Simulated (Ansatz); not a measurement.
The relaxed structure here is a generated cell of SnSe: the first start was made by a random draw of sites in a space group, and the end was not matched to a known phase here, so it may be hypothetical. Known forms of SnSe include space group No. 62.

A relaxed structure of SnSe. Level of theory: r2SCAN (plane waves to 500 eV, PAW, scalar-relativistic; Ansatz, a first-principles code).

I4mm (No. 107), tI4; a = 4.2612 Å, b = 4.2612 Å, c = 6.0750 Å, α = 90.00°, β = 90.00°, γ = 90.00°.

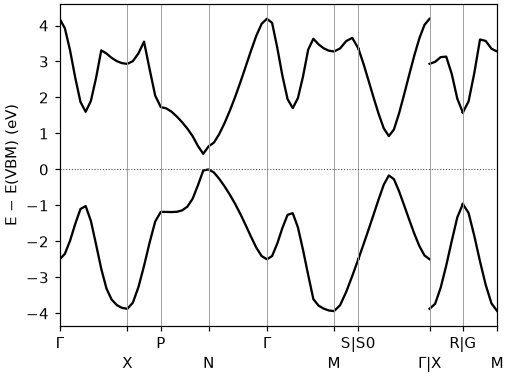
*Highest filled and lowest empty band along the path of this cell's Brillouin zone*

Question: Read off the gap and say whether it is direct.

Answer: 0.44 eV, indirect (valence top at N, conduction bottom at 89 % of the way from P to N) (no spin-orbit coupling).

Question: How far does the top valence band disperse along this path?

Answer: About 3.9 eV.

No spin polarisation in the result.

The run could not lose the symmetry of its start, so the end can be a saddle point.
